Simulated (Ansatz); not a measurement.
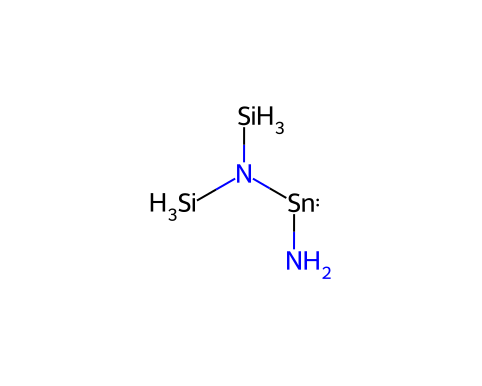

Source: calculation with Ansatz.

Skeletal drawing of a molecule.

Q: Transcribe the drawing into SMILES.

A: [NH2][Sn][N]([SiH3])[SiH3]

Q: What is the molecular formula?

A: H8N2Si2Sn.
